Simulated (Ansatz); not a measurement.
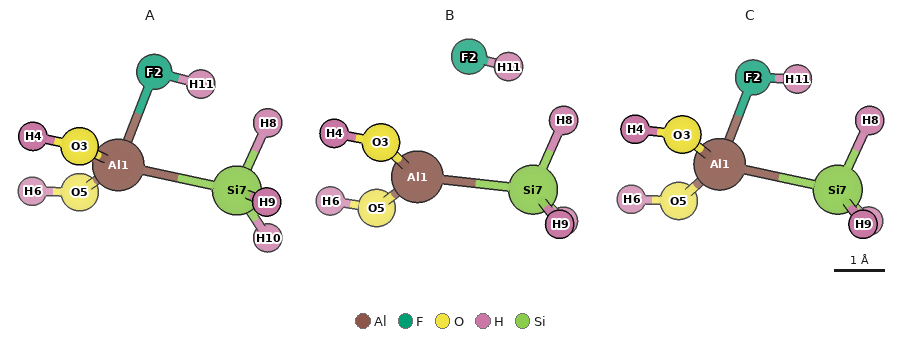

3 geometries from one relaxation of AlSiH6O2F, in shuffled order. Style: ball-and-stick. Shown face on.

The run prepares an end point of a later path (reaction) calculation, from a guessed geometry.

All numbers below come from RKS revPBE-D4/def2-SVP in Ansatz 0.2.0. (no spin polarisation; force threshold 0.03 eV/Å; at most 50 steps)

Question: Put them in the order of the run, from the start to the converged end.

Answer: B, C, A. They are steps 0, 3, 15, at +24.9 kJ/mol, +4.73 kJ/mol relative to the last. The atom that moves furthest after the best rigid fit is F2 (0.63 Å). By element the largest moves are F 0.63 Å, H 0.52 Å, O 0.36 Å, Al 0.25 Å, Si 0.08 Å. Near-neighbour distances that change, for instance: Al1–F2 2.880 → 2.101 Å, Al1–Si7 2.350 → 2.455 Å, F2–H11 0.936 → 0.976 Å, Si7–H8 1.529 → 1.556 Å. New bonds form, among them: Al1–F2 (2.88 → 2.10 Å). Bond angles that change, for instance: Al1–Si7–H8 107.6° → 100.7°, Al1–Si7–H10 114.2° → 119.2°, Al1–Si7–H9 116.5° → 119.1°. Groups turn about Al1–Si7 by about 25°. After 14 accepted moves (15 points after the start) the energy has fallen by 24.9 kJ/mol. Largest force component: 0.85 eV/Å at the start, 0.0087 eV/Å at the end. The line search rejected the trial step at point 4 of the run.
